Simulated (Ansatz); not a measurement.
# Two runs on AlAsH₆

System: AlAsH₆, SMILES [AlH3-][AsH3+].
Method of run 1: RKS PBE-QIDH (frozen core)/def2-TZVPP (Ansatz 0.2.0).

The geometry comes from this level: PBE0-D4/def2-TZVP. Text and figures count atoms from 1; the logs count them from 0 in places.

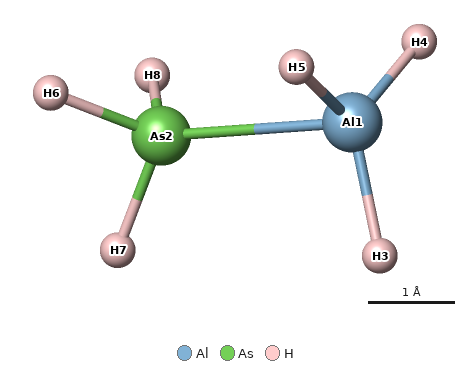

Figure 1. The structure (ball-and-stick view, seen at a tilt; atoms are numbered from 1 in the order of the input). Sticks mark near contacts. Bond lengths as drawn: Al–As 2.65 Å, Al–H 1.60 Å and As–H 1.51 Å.

The input, run 1:
```yaml
crystal:
  periodic: [false, false, false]
  atoms:
    - {symbol: Al, position_ang: [-0.535084, 0.191480, -1.434298]}
    - {symbol: As, position_ang: [0.405154, -0.150610, 1.019621]}
    - {symbol: H, position_ang: [0.205578, -1.062345, -2.086652]}
    - {symbol: H, position_ang: [-2.078854, 0.058678, -1.052870]}
    - {symbol: H, position_ang: [0.078112, 1.647620, -1.657882]}
    - {symbol: H, position_ang: [1.209587, 0.941585, 1.677832]}
    - {symbol: H, position_ang: [1.353117, -1.285252, 1.314977]}
    - {symbol: H, position_ang: [-0.545412, -0.398156, 2.163471]}
basis:
  gaussian: {orbitals: def2-TZVPP}
hamiltonian: {xc: {name: PBE-QIDH}}
```

Hardware: 2 CPU threads, shared host.

Output (run 1):
```
Functional definition: PBE-QIDH
  parameter a = 3^(-1/3)
  parameter c = 1/3
  exchange = (1 - a)*pbe_x + a*exact_x
  correlation = (1 - c)*pbe_c + c*(mp2_os + mp2_ss)
1010 factors; integrals over basis functions are off by at most 1.6e-3 eV
mean field evaluation 1: about -67508.8617 eV, gradient 1.2e1 eV
mean field evaluation 2: about -67508.9404 eV, gradient 1.2e1 eV
mean field evaluation 4: about -67509.5725 eV, gradient 2.3e0 eV
mean field evaluation 8: about -67509.5786 eV, gradient 5.4e-2 eV
mean field evaluation 16: about -67509.5786 eV, gradient 8.1e-6 eV
mean field -67509.57863212 eV, -2480.9312550947 hartree, gradient 8.1e-6 eV, S^2 0.000000; 0 other end points of the search recorded, 0 dependent functions left out
14 core orbitals not correlated: weight in the atoms' cores, before any rotation towards them, 1.000 or more for the frozen orbitals, at most 0.000 for the correlated occupied ones
reference -67509.57864690 eV, -2480.9312556375 hartree; 12, 12 occupied and 148, 148 virtual orbitals, 1010 factors
second order -11.93653479 eV of doubles, -0.00000000 eV of singles
Total energy: -67513.55749183 eV, -2481.0774754918 hartree
```

The input of run 2 differs as follows (lines with − go, lines with + come):
```diff
-hamiltonian: {xc: {name: PBE-QIDH}}
+hamiltonian: {xc: {name: B2PLYP}}
```

How does run 2 compare with run 1?

The total energies belong to different methods, so their difference says nothing on which is more stable or more accurate. The functional changes from PBE-QIDH to B2PLYP.

Output (run 2):
```
Functional definition: B2PLYP
  parameter a = 0.53
  parameter c = 0.27
  exchange = (1 - a)*b88_x + a*exact_x
  correlation = (1 - c)*lyp_c + c*(mp2_os + mp2_ss)
1010 factors; integrals over basis functions are off by at most 1.6e-3 eV
mean field evaluation 1: about -67517.7861 eV, gradient 1.3e1 eV
mean field evaluation 2: about -67517.8463 eV, gradient 1.3e1 eV
mean field evaluation 4: about -67518.3518 eV, gradient 2.1e0 eV
mean field evaluation 8: about -67518.3561 eV, gradient 6.3e-2 eV
mean field evaluation 16: about -67518.3562 eV, gradient 7.9e-6 eV
mean field -67518.35615084 eV, -2481.2538229577 hartree, gradient 7.9e-6 eV, S^2 0.000000; 0 other end points of the search recorded, 0 dependent functions left out
14 core orbitals not correlated: weight in the atoms' cores, before any rotation towards them, 1.000 or more for the frozen orbitals, at most 0.000 for the correlated occupied ones
reference -67518.35634274 eV, -2481.2538300101 hartree; 12, 12 occupied and 148, 148 virtual orbitals, 1010 factors
second order -12.83458812 eV of doubles, -0.00000000 eV of singles
Total energy: -67521.82168153 eV, -2481.3811788618 hartree
```

The two runs side by side:

| quantity | run 1 | run 2 |
| --- | --- | --- |
| outcome | converged | converged |
| total energy (hartree) | −2481.077475 | −2481.381179 |
| basis functions | 174 | 174 |
| wall time (shared host) | 4.1 s | 4 s |
